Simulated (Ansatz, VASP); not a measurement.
# Cross-check of AsP between VASP and Ansatz

Wanted: the spread between two codes on one cell, functional and k mesh. The cell is generated by rule, not measured, and may not be a known phase. The cell comes out of the VASP series on this material, whose earlier steps may have relaxed, scaled or displaced it; both programs get it as it stands.

Program: Ansatz 0.2.0. Level of theory: plane waves, with VASP 6.6.1 beside it; band structure at HSE06. Results are calculated unless marked as measured.

The structure was built from a prototype and need not be the compound's stable phase.

### 1. Starting point

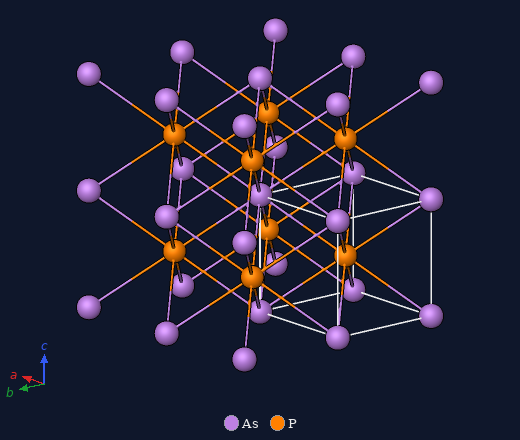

The starting structure, seen from a free direction (arsenic purple, phosphorus orange). 2×2×2 cells are drawn. Some periodic images of atoms are drawn too.

Structure file:

```
As P
1.0
     3.21295    0.00000    0.00000
     0.00000    3.21295    0.00000
     0.00000    0.00000    3.21295
As P
1 1
Direct
  0.00000 0.00000 0.00000
  0.50000 0.50000 0.50000
```

### 2. VASP: band structure, HSE06

The same path points are solved in both programs, so levels can be compared one by one.

Lines of VASP's logs that name or quote its potential files are left out, and so is its time.

File INCAR:

```
SYSTEM = AsP
PREC = Accurate
ENCUT = 400
EDIFF = 1E-06
NELM = 100
ISMEAR = 0
SIGMA = 0.02
LREAL = .FALSE.
ALGO = Normal
LHFCALC = .TRUE.
AEXX = 0.25
GGA = PE
HFSCREEN = 0.2
LASPH = .TRUE.
NBANDS = 11
PRECFOCK = Fast
LORBIT = 11
LWAVE = .FALSE.
LCHARG = .FALSE.
KPAR = 4
ISIF = 2
```

File POSCAR:

```
AsP
1.0
    3.2129500000      0.0000000000      0.0000000000
    0.0000000000      3.2129500000      0.0000000000
    0.0000000000      0.0000000000      3.2129500000
As P
1 1
Direct
    0.0000000000      0.0000000000      0.0000000000
    0.5000000000      0.5000000000      0.5000000000
```

File KPOINTS:

```
Automatic mesh
0
Gamma
4 4 4
0 0 0
```

File KPOINTS_OPT:

```
Line mode
8
Line-mode
Reciprocal
  0.00000000   0.00000000   0.00000000 GAMMA
  0.00000000   0.50000000   0.00000000 X

  0.00000000   0.50000000   0.00000000 X
  0.50000000   0.50000000   0.00000000 M

  0.50000000   0.50000000   0.00000000 M
  0.00000000   0.00000000   0.00000000 GAMMA

  0.00000000   0.00000000   0.00000000 GAMMA
  0.50000000   0.50000000   0.50000000 R

  0.50000000   0.50000000   0.50000000 R
  0.00000000   0.50000000   0.00000000 X

  0.50000000   0.50000000   0.00000000 M
  0.50000000   0.50000000   0.50000000 R
```

Potentials, in the order of the species: As and P (PBE family, release 64).

Launch:

```sh
> mpirun -np 4 vasp_std
```

Numbers of over 12 decimals in the logs are rounded to 6 here.

The log of the run:

```text
[banner, memory and clock lines left out]
running    4 mpi-ranks, on    1 nodes
 distrk:  each k-point on    1 cores,    4 groups
 distr:  one band on    1 cores,    1 groups

 POSCAR found type information on POSCAR AsP
 POSCAR found :  2 types and       2 ions
 LDA part: xc-table for (Slater+PW92), standard interpolation
 found WAVECAR, reading the header
 POSCAR, INCAR and KPOINTS ok, starting setup
 FFT: planning ... GRIDC
 FFT: planning ... GRID_SOFT
 FFT: planning ... GRID
 reading WAVECAR
 the WAVECAR file was read successfully
 initial charge from wavefunction
 entering main loop
       N       E                     dE             d eps       ncg     rms          rms(c)
DAV:   1    -0.105850129174E+02   -0.10585E+02   -0.38692E-01   223   0.445E+00    0.149E+00
DAV:   2    -0.105839450317E+02    0.10679E-02   -0.16755E-03   244   0.342E-01    0.943E-01
DAV:   3    -0.105824339692E+02    0.15111E-02   -0.87183E-04   244   0.163E-01    0.521E-01
DAV:   4    -0.105820018654E+02    0.43210E-03   -0.38162E-04   238   0.107E-01    0.279E-01
DAV:   5    -0.105818827178E+02    0.11915E-03   -0.11388E-04   247   0.582E-02    0.149E-01
DAV:   6    -0.105818504801E+02    0.32238E-04   -0.31809E-05   244   0.305E-02    0.796E-02
DAV:   7    -0.105818423494E+02    0.81307E-05   -0.84866E-06   247   0.160E-02    0.429E-02
DAV:   8    -0.105818406501E+02    0.16993E-05   -0.22727E-06   220   0.835E-03    0.233E-02
DAV:   9    -0.105818405979E+02    0.52222E-07   -0.61380E-07   134   0.447E-03
   1 F= -.10581841E+02 E0= -.10581841E+02  d E =-.105680E-38
 Start KPOINTS_OPT (optional k-point list driver)
k-point batch [1-10\48]
       N       E                     dE             ncg
DAV:   1     0.467106879899E+03   -0.96723E+03      220
DAV:   2     0.213296221926E+03   -0.25381E+03      281
DAV:   3     0.194515119805E+03   -0.18781E+02      250
DAV:   4     0.194302817422E+03   -0.21230E+00      281
DAV:   5     0.194301437075E+03   -0.13803E-02      276
DAV:   6     0.194301429399E+03   -0.76761E-05      275
DAV:   7     0.194301429339E+03   -0.60150E-07      227
[...]
k-point batch [41-48\48]
       N       E                     dE             ncg
DAV:   1     0.659655428421E+03   -0.28726E+04      176
DAV:   2     0.500293075135E+03   -0.15936E+03      223
DAV:   3     0.492192787751E+03   -0.81003E+01      199
DAV:   4     0.492051547256E+03   -0.14124E+00      226
DAV:   5     0.492049258669E+03   -0.22886E-02      237
DAV:   6     0.492049206864E+03   -0.51805E-04      193
DAV:   7     0.492049205910E+03   -0.95398E-06      180
```

Parts of OUTCAR (step 2):

```text
ion  position               nearest neighbor table
   1  0.000  0.000  0.000-   2 2.78   2 2.78   2 2.78   2 2.78   2 2.78   2 2.78   2 2.78   2 2.78

  LATTYP: Found a simple cubic cell.
 ALAT       =     3.2129500000

 Subroutine GETGRP returns: Found 48 space group operations
 (whereof 48 operations were pure point group operations)

The static configuration has the point symmetry O_h .

 Found     10 irreducible k-points:

   k-points           NKPTS =     10   k-points in BZ     NKDIM =     64   number of bands    NBANDS=     11

   dimension x,y,z NGX =    24 NGY =   24 NGZ =   24
   dimension x,y,z NGXF=    48 NGYF=   48 NGZF=   48

   ENCUT  =  400.0 eV  29.40 Ry    5.42 a.u.   5.24  5.24  5.24*2*pi/ulx,y,z

   NELECT =      10.0000    total number of electrons

 k-points in reciprocal lattice and weights: Automatic mesh
   0.00000000  0.00000000  0.00000000       0.016
   0.25000000  0.00000000  0.00000000       0.094
   0.50000000  0.00000000  0.00000000       0.047
   0.25000000  0.25000000  0.00000000       0.188
   0.50000000  0.25000000  0.00000000       0.188
   0.50000000  0.50000000  0.00000000       0.047
   0.25000000  0.25000000  0.25000000       0.125
   0.50000000  0.25000000  0.25000000       0.188
   0.50000000  0.50000000  0.25000000       0.094
   0.50000000  0.50000000  0.50000000       0.016

  exchange ACFDT corr.  =         0.00000000  see jH, gK, PRB 81, 115126

 average (electrostatic) potential at core
       1 -43.8328       2 -77.9627

 E-fermi :   8.4266

 k-point     1 :       0.0000    0.0000    0.0000
  band No.  band energies     occupation
      1      -9.6405      2.00000
      2       1.8127      2.00000
      3       5.0780      2.00000
      4       5.0780      2.00000
      5       5.0780      2.00000
      6      11.4970      0.00000
      7      11.4970      0.00000
      8      15.3057      0.00000
      9      15.3057      0.00000
     10      15.3057      0.00000
    ...

 k-point     2 :       0.2500    0.0000    0.0000
  band No.  band energies     occupation
      1      -8.7012      2.00000
      2      -1.5544      2.00000
      3       5.8659      2.00000
      4       6.0505      2.00000
      5       6.0505      2.00000
      6      12.4112      0.00000
      7      12.4143      0.00000
      8      12.7396      0.00000
      9      12.7396      0.00000
     10      16.4964      0.00000
    ...

 k-point     3 :       0.5000    0.0000    0.0000
  band No.  band energies     occupation
      1      -6.1455      2.00000
      2      -5.6679      2.00000
      3       8.2421      2.00000
      4       8.6087      0.00000
      5       8.6087      0.00000
      6       8.6927      0.00000
      7       9.0852      0.00000
      8       9.0852      0.00000
    ...

  Total        0.2427092      0.2427092      0.2427092      0.0000000     -0.0000000      0.0000000
  in kB       11.7242464     11.7242464     11.7242464      0.0000000     -0.0000000      0.0000000
  external PRESSURE =      11.7242464 kB  Pullay stress =       0.0000000 kB

  energy-cutoff  :      400.00
  volume of cell :       33.17
      direct lattice vectors                 reciprocal lattice vectors
     3.212950000  0.000000000  0.000000000     0.311240449  0.000000000  0.000000000
     0.000000000  3.212950000  0.000000000     0.000000000  0.311240449  0.000000000
     0.000000000  0.000000000  3.212950000     0.000000000  0.000000000  0.311240449

 POSITION                                       TOTAL-FORCE (eV/Angst)
 -----------------------------------------------------------------------------------
      0.00000      0.00000      0.00000         0.000000      0.000000      0.000000
      1.60648      1.60648      1.60648         0.000000      0.000000      0.000000
 -----------------------------------------------------------------------------------
    total drift:                                0.000013      0.000002      0.000017

  FREE ENERGIE OF THE ION-ELECTRON SYSTEM (eV)
  ---------------------------------------------------
  free  energy   TOTEN  =       -10.5818405979 eV

  energy  without entropy=      -10.5818405979  energy(sigma->0) =      -10.58184060

 total charge
# of ion       s       p       d       tot
------------------------------------------
    1        1.399   1.194   0.064   2.657
    2        1.146   1.209   0.000   2.355
--------------------------------------------------
tot          2.545   2.402   0.064   5.012

[... 3 further parts left out ...]
```

The run ends at a pressure of 1.17 GPa.

[end of part 1 of 2]

[Lines on the potential files, build, host, timing and source positions are cut from VASP's logs without a mark.]

[Logs are printed without paths, hosts, clocks, repeated set-up lines and the standing remarks that a program may print on its own settings, such as how far it seeks lower states.]

[Hosts, paths, dates, database ids (printed as entryN), source tags and the programs' standing remarks are cut or masked in the printed files.]
